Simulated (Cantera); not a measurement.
Charge: 1 mol HI, 0.09 mol O₂, held at 10.0 mbar.

Equilibrium computed with Cantera from the NASA thermochemical tables; the gas is ideal and each condensed phase is pure. Candidate condensed phases: H₂O, I₂; 25 gas species. Ions and electrons are included (thermal ionisation). Kinetics and transport are ignored.

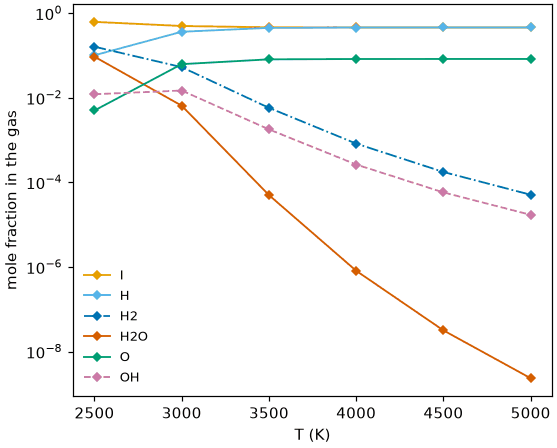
*Equilibrium gas composition (values under 1e-9 drawn at 1e-9)*

Read off the mole fractions at 4500 K.

I about 0.46, H about 0.46, O about 0.083, H₂ about 0.00018, OH about 5.8e-5, H₂O about 3.2e-8.
